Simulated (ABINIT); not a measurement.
## CsHgH3 (Pm-3m): zone-centre phonons

Which modes does CsHgH3 (Pm-3m) have at the zone centre?

Method: DFT LDA, scalar-relativistic, plane waves, PseudoDojo norm-conserving pseudopotentials, in ABINIT 10.8.3.

The structure was built from a prototype and need not be the compound's stable phase.

### Step 1. The structure

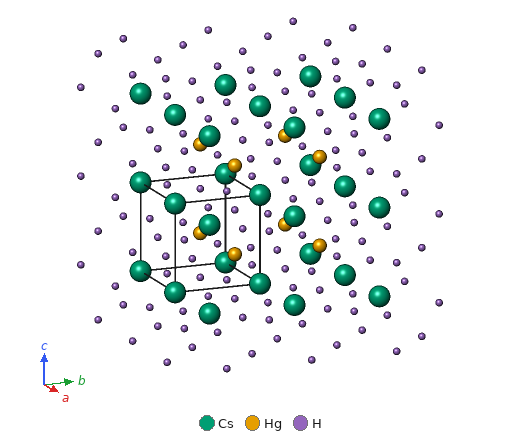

The starting structure, seen slightly off an axis (caesium teal, mercury orange, hydrogen purple). 2×2×2 cells are drawn. Some periodic images of atoms are drawn too.

### Step 2. A first look

A first run with smearing and empty bands tells whether the crystal has a gap, which decides between fixed occupations and smearing later on.

Contents of probe.abi:

```
# ground state
tolvrs 1.0d-08
prtden 1
prtwf 1

# basis, mesh and filling
ecut 39.0
ecutsm 3.0
ngkpt 4 4 4
nshiftk 1
shiftk 0.0 0.0 0.0
istwfk *1
occopt 7
tsmear 0.005
nband 24
nstep 100
diemac 9.0
prtebands 0
prtgsr 0
useylm 1

# cell and atoms
acell 3*1.0 Angstrom
rprim 
    4.6452 0.0 0.0
    0.0 4.6452 0.0
    0.0 0.0 4.6452
ntypat 3
znucl 55 80 1
natom 5
typat 1 2 3 3 3
xred 
    0.0 0.0 0.0
    0.5 0.5 0.5
    0.5 0.5 0.0
    0.5 0.0 0.5
    0.0 0.5 0.5
pp_dirpath "./pseudo"
pseudos "Cs.upf, Hg.upf, H.upf"
```

The run is started by

```sh
OMP_NUM_THREADS=1 mpirun -n 4 abinit probe.abi > probe.log
```

Numbers of over 12 decimals in the logs are rounded to 6 here.

probe.abo, the main output file:

```text
[banners, grids, parts of the stress and lines that vanish by symmetry left out]
- input  file    -> probe.abi
- output file    -> probe.abo
- root for input  files -> probei
[...]
Symmetries : space group Pm -3 m (#221); Bravais cP (primitive cubic)
[...]
mpw =        7904          nfft =      125000          nkpt =          10
[...]
== DATASET  1 ==================================================================
[...]
cutoff_energies: {ecut:  39.0, pawecutdg:  -1.0, }
[...]
ETOT  1  -191.59297575683    -1.916E+02 1.046E-01 2.427E+02
 ETOT  2  -191.83931346017    -2.463E-01 8.454E-03 7.348E+01
 ETOT  3  -191.84992344327    -1.061E-02 9.278E-04 1.350E+00
 ETOT  4  -191.85030641426    -3.830E-04 7.791E-04 4.498E-01
 ETOT  5  -191.85033230872    -2.589E-05 1.930E-04 7.081E-03
 ETOT  6  -191.85033418356    -1.875E-06 3.356E-04 3.839E-04
 ETOT  7  -191.85033422697    -4.340E-08 8.270E-05 8.808E-06
 ETOT  8  -191.85033422788    -9.069E-10 1.485E-04 4.560E-07
 ETOT  9  -191.85033422801    -1.353E-10 3.840E-05 6.048E-09
 At SCF step    9       vres2   =  6.05E-09 < tolvrs=  1.00E-08 =>converged.
[...]
sigma(1 1)=  2.67052055E-04  sigma(3 2)=  0.00000000E+00
  sigma(2 2)=  2.67052055E-04  sigma(3 1)=  0.00000000E+00
  sigma(3 3)=  2.67052055E-04  sigma(2 1)=  0.00000000E+00
[...]
convergence: {deltae: -1.353E-10, res2:  6.048E-09, residm:  3.840E-05, diffor: null, }
etotal    :  -1.91850334E+02
[...]
sigma(1 1)=  2.67052055E-04  sigma(3 2)=  0.00000000E+00
  sigma(2 2)=  2.67052055E-04  sigma(3 1)=  0.00000000E+00
  sigma(3 3)=  2.67052055E-04  sigma(2 1)=  0.00000000E+00
[...]
- sigma(1 1)=  7.85694273E+00  sigma(3 2)=  0.00000000E+00
- sigma(2 2)=  7.85694273E+00  sigma(3 1)=  0.00000000E+00
- sigma(3 3)=  7.85694273E+00  sigma(2 1)=  0.00000000E+00
[...]
fcart     -0.0000000000E+00 -0.0000000000E+00 -0.0000000000E+00
           strten      2.6705205539E-04  2.6705205539E-04  2.6705205539E-04
================================================================================

[key lines of the parts left out:]
pressure_GPa:  -7.8569E+00
```

Elapsed: 36 s, on 4 MPI ranks of Arm Neoverse N1, shared host; 2.4 min of CPU time.

Numbers from this step:

```yaml
volume_per_atom: 20.05 Å³
pressure: -7.857 GPa
gap_on_the_k_mesh: 0 eV
```

No gap opens on this mesh, so smearing is kept.

### Step 3. Rough relaxation

The typed start is rough, so a first relaxation with smearing and loose thresholds takes it towards rest cheaply.

Contents of prerelax.abi:

```
# relaxation
ionmov 2
optcell 2
dilatmx 1.15
chkdilatmx 0
ntime 40
tolmxf 3.0d-04
tolvrs 1.0d-10
prtwf 0
prtden 0
chksymtnons 0

# basis, mesh and filling
ecut 31.2
ecutsm 3.0
ngkpt 4 4 4
nshiftk 1
shiftk 0.0 0.0 0.0
istwfk *1
occopt 7
tsmear 0.005
nband 24
nstep 100
diemac 1000000.0
prtebands 0
prtgsr 0
useylm 1

# cell and atoms
acell 3*1.0 Angstrom
rprim 
    4.6452 0.0 0.0
    0.0 4.6452 0.0
    0.0 0.0 4.6452
ntypat 3
znucl 55 80 1
natom 5
typat 1 2 3 3 3
xred 
    0.0 0.0 0.0
    0.5 0.5 0.5
    0.5 0.5 0.0
    0.5 0.0 0.5
    0.0 0.5 0.5
pp_dirpath "./pseudo"
pseudos "Cs.upf, Hg.upf, H.upf"
```

The run is started by

```sh
OMP_NUM_THREADS=1 mpirun -n 4 abinit prerelax.abi > prerelax.log
```

prerelax.abo, the main output file:

```text
[banners, grids, parts of the stress and lines that vanish by symmetry left out]
- input  file    -> prerelax.abi
- output file    -> prerelax.abo
- root for input  files -> prerelaxi
[...]
Symmetries : space group Pm -3 m (#221); Bravais cP (primitive cubic)
[...]
mpw =        8601          nfft =      157464          nkpt =          10
[...]
== DATASET  1 ==================================================================
[...]
cutoff_energies: {ecut:  31.2, pawecutdg:  -1.0, }
[...]
ETOT  1  -191.55733592180    -1.916E+02 7.716E-02 3.657E+02
 ETOT  2  -191.83617694063    -2.788E-01 5.662E-03 1.081E+02
 ETOT  3  -191.84967922844    -1.350E-02 1.339E-03 2.007E+00
 ETOT  4  -191.84997602319    -2.968E-04 8.195E-04 8.901E-01
 ETOT  5  -191.85001755527    -4.153E-05 2.850E-04 6.915E-03
[...]
At SCF step   10       vres2   =  6.28E-12 < tolvrs=  1.00E-10 =>converged.
[...]
ETOT  9  -191.88444169067     1.799E-11 4.391E-07 5.709E-12
 At SCF step    9       vres2   =  5.71E-12 < tolvrs=  1.00E-10 =>converged.
[...]
sigma(1 1)=  1.02134444E-06  sigma(3 2)=  0.00000000E+00
  sigma(2 2)=  1.02134444E-06  sigma(3 1)=  0.00000000E+00
  sigma(3 3)=  1.02134444E-06  sigma(2 1)=  0.00000000E+00
[...]
convergence: {deltae:  1.799E-11, res2:  5.709E-12, residm:  4.391E-07, diffor: null, }
etotal    :  -1.91884442E+02
[...]
At Broyd/MD step   7, gradients are converged :
[...]
sigma(1 1)=  1.02134444E-06  sigma(3 2)=  0.00000000E+00
  sigma(2 2)=  1.02134444E-06  sigma(3 1)=  0.00000000E+00
  sigma(3 3)=  1.02134444E-06  sigma(2 1)=  0.00000000E+00
[...]
- sigma(1 1)=  3.00489909E-02  sigma(3 2)=  0.00000000E+00
- sigma(2 2)=  3.00489909E-02  sigma(3 1)=  0.00000000E+00
- sigma(3 3)=  3.00489909E-02  sigma(2 1)=  0.00000000E+00
[...]
fcart     -0.0000000000E+00 -0.0000000000E+00 -0.0000000000E+00
           strten      1.0213444424E-06  1.0213444424E-06  1.0213444424E-06
================================================================================

[key lines of the parts left out:]
pressure_GPa:  -3.0049E-02
Total energy (etotal) [Ha]= -1.91884441690665E+02
```

Wall time 4.9 min (4 MPI ranks); 20 min of CPU time.

Step by step:

| step | energy less that of the first step (eV) | largest force (eV/Å) | volume (Å³) |
| --- | --- | --- | --- |
| 1 | 0.0000 | 0.0000 | 100.23 |
| 2 | -0.1160 | 0.0000 | 97.84 |
| 3 | 0.2791 | 0.0000 | 54.22 |
| 4 | -0.7830 | 0.0000 | 81.54 |
| 5 | -0.9152 | 0.0000 | 75.46 |
| 6 | -0.9358 | 0.0000 | 71.57 |
| 7 | -0.9367 | 0.0000 | 72.25 |

| conventional cell, symmetrised | before | after | change |
| --- | --- | --- | --- |
| a (Å) | 4.645 | 4.165 | -10.3 % |
| b (Å) | 4.645 | 4.165 | -10.3 % |
| c (Å) | 4.645 | 4.165 | -10.3 % |
| volume (Å³/atom) | 20.05 | 14.45 | -27.9 % |

The relaxed structure:

```cif
data_structure
_symmetry_space_group_name_H-M 'P 1'
_symmetry_Int_Tables_number 1
_cell_length_a 4.1650
_cell_length_b 4.1650
_cell_length_c 4.1650
_cell_angle_alpha 90.000
_cell_angle_beta 90.000
_cell_angle_gamma 90.000
_cell_volume 72.25
loop_
_atom_site_label
_atom_site_type_symbol
_atom_site_fract_x
_atom_site_fract_y
_atom_site_fract_z
_atom_site_occupancy
Cs1 Cs 0.00000 0.00000 0.00000 1
Hg2 Hg 0.50000 0.50000 0.50000 1
H3 H 0.50000 0.50000 0.00000 1
H4 H 0.50000 0.00000 0.50000 1
H5 H 0.00000 0.50000 0.50000 1
```

This step gave:

```
volume per atom : 14.45 Å³
pressure        : -0.03005 GPa
```

The volume changes by -27.9 % in this run and stands -27.9 % from the first cell.

### Step 4. Rough relaxation

The cell changed much, so the rough relaxation is repeated on a basis made for the new cell.

Edit prerelax.abi of step 3 so:

```diff
@@ -31,5 +31,5 @@
 rprim 
-    4.6452 0.0 0.0
-    0.0 4.6452 0.0
-    0.0 0.0 4.6452
+    4.165044298 0.0 0.0
+    0.0 4.165044298 0.0
+    0.0 0.0 4.165044298
 ntypat 3
```

prerelax.abo, the main output file:

```text
[banners, grids, parts of the stress and lines that vanish by symmetry left out]
- input  file    -> prerelax.abi
- output file    -> prerelax.abo
- root for input  files -> prerelaxi
[...]
Symmetries : space group Pm -3 m (#221); Bravais cP (primitive cubic)
[...]
mpw =        6198          nfft =      110592          nkpt =          10
[...]
== DATASET  1 ==================================================================
[...]
cutoff_energies: {ecut:  31.2, pawecutdg:  -1.0, }
[...]
ETOT  1  -191.69319209713    -1.917E+02 1.539E-01 2.595E+02
 ETOT  2  -191.87216757571    -1.790E-01 3.903E-03 7.236E+01
 ETOT  3  -191.88403222459    -1.186E-02 9.242E-04 1.478E+00
 ETOT  4  -191.88443682131    -4.046E-04 9.010E-04 6.872E-02
 ETOT  5  -191.88444157486    -4.754E-06 2.854E-04 5.934E-04
[...]
ETOT  9  -191.88444170964    -1.791E-12 5.926E-05 4.297E-10
 ETOT 10  -191.88444170963     9.976E-12 6.284E-05 8.986E-13
 At SCF step   10       vres2   =  8.99E-13 < tolvrs=  1.00E-10 =>converged.
[...]
sigma(1 1)=  1.02120409E-06  sigma(3 2)=  0.00000000E+00
  sigma(2 2)=  1.02120409E-06  sigma(3 1)=  0.00000000E+00
  sigma(3 3)=  1.02120409E-06  sigma(2 1)=  0.00000000E+00
[...]
convergence: {deltae:  9.976E-12, res2:  8.986E-13, residm:  6.284E-05, diffor: null, }
etotal    :  -1.91884442E+02
[...]
At Broyd/MD step   1, gradients are converged :
[...]
sigma(1 1)=  1.02120409E-06  sigma(3 2)=  0.00000000E+00
  sigma(2 2)=  1.02120409E-06  sigma(3 1)=  0.00000000E+00
  sigma(3 3)=  1.02120409E-06  sigma(2 1)=  0.00000000E+00
[...]
- sigma(1 1)=  3.00448617E-02  sigma(3 2)=  0.00000000E+00
- sigma(2 2)=  3.00448617E-02  sigma(3 1)=  0.00000000E+00
- sigma(3 3)=  3.00448617E-02  sigma(2 1)=  0.00000000E+00
[...]
fcart     -0.0000000000E+00 -0.0000000000E+00 -0.0000000000E+00
           strten      1.0212040930E-06  1.0212040930E-06  1.0212040930E-06
================================================================================

[key lines of the parts left out:]
pressure_GPa:  -3.0045E-02
Total energy (etotal) [Ha]= -1.91884441709628E+02
```

Run time: 29 s. Hardware: 4 MPI ranks.

Little changed from the start: no atom moved by 0.005 Å and no cell edge by 0.1 %.

This step gave:

```
pressure : -0.03004 GPa
```

The volume changes by +0.0 % in this run and stands -27.9 % from the first cell.

### Step 5. Relaxing the cell and atoms

The harmonic expansion needs vanishing forces, and a free crystal bears no stress, so cell and atoms are brought to rest. Stress is more sensitive to the basis than forces are: the last 3 Ha under the cutoff are smoothed with ecutsm.

Contents of relax.abi:

```
# relaxation
ionmov 2
optcell 2
dilatmx 1.08
ntime 40
tolmxf 1.0d-05
tolvrs 1.0d-14
prtwf 0
prtden 0
chksymtnons 0

# basis, mesh and filling
ecut 39.0
ecutsm 3.0
ngkpt 6 6 6
nshiftk 1
shiftk 0.0 0.0 0.0
istwfk *1
occopt 7
tsmear 0.01
nband 24
nstep 100
diemac 1000000.0
prtebands 0
prtgsr 0
useylm 1

# cell and atoms
acell 3*1.0 Angstrom
rprim 
    4.165044301 0.0 0.0
    0.0 4.165044301 0.0
    0.0 0.0 4.165044301
ntypat 3
znucl 55 80 1
natom 5
typat 1 2 3 3 3
xred 
    0.0 0.0 0.0
    0.5 0.5 0.5
    0.5 0.5 0.0
    0.5 0.0 0.5
    0.0 0.5 0.5
pp_dirpath "./pseudo"
pseudos "Cs.upf, Hg.upf, H.upf"
```

The run is started by

```sh
OMP_NUM_THREADS=1 mpirun -n 4 abinit relax.abi > relax.log
```

relax.abo, the main output file:

```text
[banners, grids, parts of the stress and lines that vanish by symmetry left out]
- input  file    -> relax.abi
- output file    -> relax.abo
- root for input  files -> relaxi
[...]
Symmetries : space group Pm -3 m (#221); Bravais cP (primitive cubic)
[...]
mpw =        7208          nfft =      110592          nkpt =          20
[...]
== DATASET  1 ==================================================================
[...]
cutoff_energies: {ecut:  39.0, pawecutdg:  -1.0, }
[...]
ETOT  1  -191.70476206181    -1.917E+02 7.243E-02 2.489E+02
 ETOT  2  -191.87408997273    -1.693E-01 4.833E-03 6.360E+01
 ETOT  3  -191.88435062328    -1.026E-02 2.075E-03 1.690E+00
 ETOT  4  -191.88479963185    -4.490E-04 9.574E-04 6.882E-02
 ETOT  5  -191.88480422404    -4.592E-06 2.662E-03 1.070E-03
[...]
At SCF step   12       vres2   =  6.44E-15 < tolvrs=  1.00E-14 =>converged.
[...]
sigma(1 1)= -3.25680039E-06  sigma(3 2)=  0.00000000E+00
  sigma(2 2)= -3.25680039E-06  sigma(3 1)=  0.00000000E+00
  sigma(3 3)= -3.25680039E-06  sigma(2 1)=  0.00000000E+00
[...]
convergence: {deltae:  1.373E-11, res2:  6.435E-15, residm:  3.930E-05, diffor: null, }
etotal    :  -1.91884804E+02
[...]
ETOT  1  -191.88479598517    -1.919E+02 1.336E-05 8.034E-02
[...]
At SCF step    9       vres2   =  5.15E-15 < tolvrs=  1.00E-14 =>converged.
[...]
sigma(1 1)= -2.74674794E-06  sigma(3 2)=  0.00000000E+00
  sigma(2 2)= -2.74674794E-06  sigma(3 1)=  0.00000000E+00
  sigma(3 3)= -2.74674794E-06  sigma(2 1)=  0.00000000E+00
[...]
convergence: {deltae:  1.793E-11, res2:  5.154E-15, residm:  8.430E-08, diffor: null, }
etotal    :  -1.91884805E+02
[...]
ETOT  1  -191.88454491033    -1.919E+02 1.687E-06 2.354E+00
[...]
ETOT 10  -191.88480591385     1.180E-11 4.119E-10 3.314E-14
 ETOT 11  -191.88480591386    -1.111E-11 3.177E-10 1.457E-16
 At SCF step   11       vres2   =  1.46E-16 < tolvrs=  1.00E-14 =>converged.
[...]
sigma(1 1)= -7.56120520E-09  sigma(3 2)=  0.00000000E+00
  sigma(2 2)= -7.56120520E-09  sigma(3 1)=  0.00000000E+00
  sigma(3 3)= -7.56120520E-09  sigma(2 1)=  0.00000000E+00
[...]
convergence: {deltae: -1.111E-11, res2:  1.457E-16, residm:  3.177E-10, diffor: null, }
etotal    :  -1.91884806E+02
[...]
At Broyd/MD step   3, gradients are converged :
[...]
sigma(1 1)= -7.56120520E-09  sigma(3 2)=  0.00000000E+00
  sigma(2 2)= -7.56120520E-09  sigma(3 1)=  0.00000000E+00
  sigma(3 3)= -7.56120520E-09  sigma(2 1)=  0.00000000E+00
[...]
- sigma(1 1)= -2.22458337E-04  sigma(3 2)=  0.00000000E+00
- sigma(2 2)= -2.22458337E-04  sigma(3 1)=  0.00000000E+00
- sigma(3 3)= -2.22458337E-04  sigma(2 1)=  0.00000000E+00
[...]
fcart     -0.0000000000E+00 -0.0000000000E+00 -0.0000000000E+00
           strten     -7.5612052036E-09 -7.5612052045E-09 -7.5612052036E-09
================================================================================

[key lines of the parts left out:]
pressure_GPa:   2.2246E-04
Total energy (etotal) [Ha]= -1.91884805913858E+02
```

Run time: 2.5 min. Hardware: 4 MPI ranks; 9.8 min of CPU time.

Little changed from the start: no atom moved by 0.005 Å and no cell edge by 0.1 %.

Read from the output:

| Property | Result |
| --- | --- |
| volume per atom | 14.48 Å³ |
| pressure | 2.22e-4 GPa |

The volume changes by +0.2 % in this run and stands -27.8 % from the first cell.

### Step 6. Ground state

The response is built on these wavefunctions, so the potential is converged far more tightly than an energy would need. ecutsm is kept as in the relaxation, so that the cell stays at rest. Smearing stays on, as the first look found no gap above 0.3 eV.

Contents of gs.abi:

```
# ground state
tolvrs 1.0d-16
prtden 1
prtwf 1

# basis, mesh and filling
ecut 39.0
ecutsm 3.0
ngkpt 6 6 6
nshiftk 1
shiftk 0.0 0.0 0.0
istwfk *1
occopt 7
tsmear 0.01
nband 24
nstep 100
diemac 1000000.0
prtebands 0
prtgsr 0
useylm 1

# cell and atoms
acell 3*1.0 Angstrom
rprim 
    4.167646826 0.0 0.0
    0.0 4.167646826 0.0
    0.0 0.0 4.167646826
ntypat 3
znucl 55 80 1
natom 5
typat 1 2 3 3 3
xred 
    0.0 0.0 0.0
    0.5 0.5 0.5
    0.5 0.5 0.0
    0.5 0.0 0.5
    0.0 0.5 0.5
pp_dirpath "./pseudo"
pseudos "Cs.upf, Hg.upf, H.upf"
```

The run is started by

```sh
OMP_NUM_THREADS=1 mpirun -n 4 abinit gs.abi > gs.log
```

gs.abo, the main output file:

```text
[banners, grids, parts of the stress and lines that vanish by symmetry left out]
- input  file    -> gs.abi
- output file    -> gs.abo
- root for input  files -> gsi
[...]
Symmetries : space group Pm -3 m (#221); Bravais cP (primitive cubic)
[...]
mpw =        5716          nfft =      110592          nkpt =          20
[...]
== DATASET  1 ==================================================================
[...]
cutoff_energies: {ecut:  39.0, pawecutdg:  -1.0, }
[...]
ETOT  1  -191.70388133108    -1.917E+02 7.646E-02 2.500E+02
 ETOT  2  -191.87396322397    -1.701E-01 6.082E-03 6.498E+01
 ETOT  3  -191.88435756550    -1.039E-02 2.325E-03 1.637E+00
 ETOT  4  -191.88480003178    -4.425E-04 1.063E-03 8.260E-02
 ETOT  5  -191.88480571957    -5.688E-06 6.390E-04 8.523E-04
[...]
ETOT 13  -191.88480591384     2.217E-12 1.679E-05 3.343E-15
 ETOT 14  -191.88480591384    -9.948E-13 1.817E-05 2.906E-17
 At SCF step   14       vres2   =  2.91E-17 < tolvrs=  1.00E-16 =>converged.
[...]
sigma(1 1)= -7.57262960E-09  sigma(3 2)=  0.00000000E+00
  sigma(2 2)= -7.57262960E-09  sigma(3 1)=  0.00000000E+00
  sigma(3 3)= -7.57262960E-09  sigma(2 1)=  0.00000000E+00
[...]
convergence: {deltae: -9.948E-13, res2:  2.906E-17, residm:  1.817E-05, diffor: null, }
etotal    :  -1.91884806E+02
[...]
sigma(1 1)= -7.57262960E-09  sigma(3 2)=  0.00000000E+00
  sigma(2 2)= -7.57262960E-09  sigma(3 1)=  0.00000000E+00
  sigma(3 3)= -7.57262960E-09  sigma(2 1)=  0.00000000E+00
[...]
- sigma(1 1)= -2.22794455E-04  sigma(3 2)=  0.00000000E+00
- sigma(2 2)= -2.22794455E-04  sigma(3 1)=  0.00000000E+00
- sigma(3 3)= -2.22794455E-04  sigma(2 1)=  0.00000000E+00
[...]
fcart     -0.0000000000E+00 -0.0000000000E+00 -0.0000000000E+00
           strten     -7.5726296041E-09 -7.5726295998E-09 -7.5726295998E-09
================================================================================

[key lines of the parts left out:]
pressure_GPa:   2.2279E-04
```

Run time: 58 s. Hardware: 4 MPI ranks; 3.9 min of CPU time.

Numbers from this step:

- pressure: 2.23e-4 GPa

The cell stands at 2.2e-4 GPa, close enough for phonons.

(Part 1 of 3 ends here.)

[Host names and launcher messages were left out of these logs when they were recorded.]

[Logs are printed without paths, hosts, clocks, repeated set-up lines and the standing remarks that a program may print on its own settings, such as how far it seeks lower states.]

[Hosts, paths, dates, database ids (printed as entryN), source tags and the programs' standing remarks are cut or masked in the printed files.]
